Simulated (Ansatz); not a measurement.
Band structure of Tl (P6_3/mmc, 4 atoms in the cell).

```
CELL_PARAMETERS angstrom
      3.47706     0.00000     0.00000
     -1.73853     3.01122     0.00000
      0.00000     0.00000    11.16421
ATOMIC_POSITIONS crystal
  Tl 0.00000 0.00000 0.00000
  Tl 0.00000 0.00000 0.50000
  Tl 0.33333 0.66667 0.25000
  Tl 0.66667 0.33333 0.75000
```

Computed with PBE, PAW files (plane waves; Ansatz, an electronic-structure program).

Settings: basis.ecutwfc = 420 eV; kpoints.mp_grid.grid = 11 11 3; hamiltonian.xc = pbe; hamiltonian.pseudopotentials = {kind: paw} (the program's default PAW files); scf.occupations.method = fermi_dirac; scf.occupations.width = 0.1 eV; kpoints.band_path.npoints = 8.

The starting cell comes from a database of computed structures (which also holds hypothetical and non-ambient phases and stackings), without a prior relaxation at this level. Its lattice was rescaled by a random factor within 2.5 % of one. Spin-orbit coupling is off.

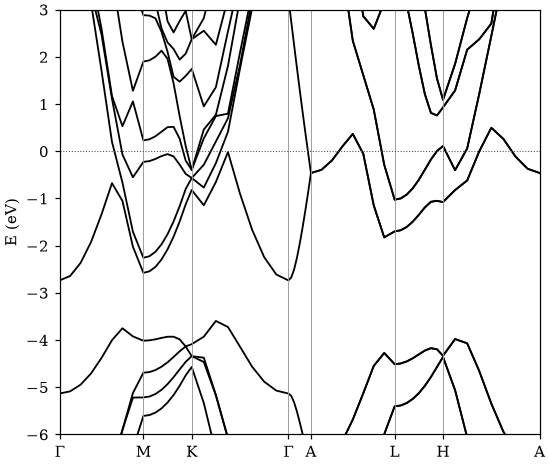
*Bands along the path, energies from the Fermi level.*

Levels in eV from the Fermi level, bands 23 to 30:
```tsv
point	23	24	25	26	27	28	29	30
Γ	-8.47	-5.13	-2.74	3.25	3.26	7.91	7.91	8.86
M	-4.69	-4.01	-2.58	-2.26	-0.23	0.23	1.90	2.88
K	-4.34	-4.09	-0.82	-0.57	-0.57	-0.40	-0.40	1.74
A	-6.74	-6.74	-0.46	-0.46	7.46	7.46	8.18	8.18
L	-4.51	-4.51	-1.70	-1.70	-1.03	-1.03	3.55	3.55
H	-4.33	-4.33	-1.08	-1.08	0.11	0.11	0.93	0.93
```

Bands cross the Fermi level along this path, so the cell is metallic at this level.

Keys are those of Ansatz 0.2.
